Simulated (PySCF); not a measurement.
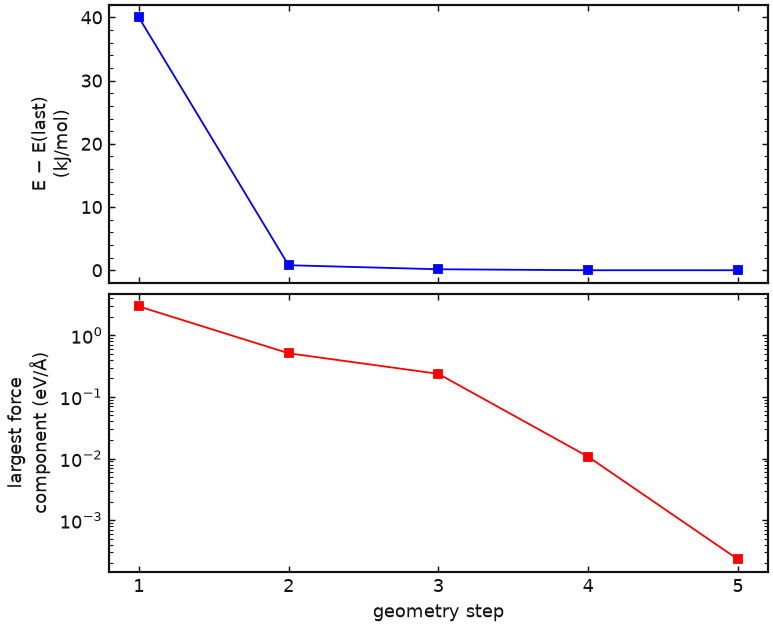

History of a geometry optimisation. The start has point group D∞h, which is kept. A held symmetry can leave a saddle point.

The run: CCl2 molecule, multiplicity 3, by UKS-based PBE0, C def2-TZVP, Cl def2-TZVP; non-relativistic Hamiltonian; density fitting (PySCF).

How did the optimisation end?

Answer. The optimisation met its thresholds at geometry 5, counting the start as the first. The energy fell by about 40 kJ/mol from the first step to the last. The largest force component goes from about 2.9 eV/Å at the start to 2.3 × 10⁻⁴ eV/Å at the end.
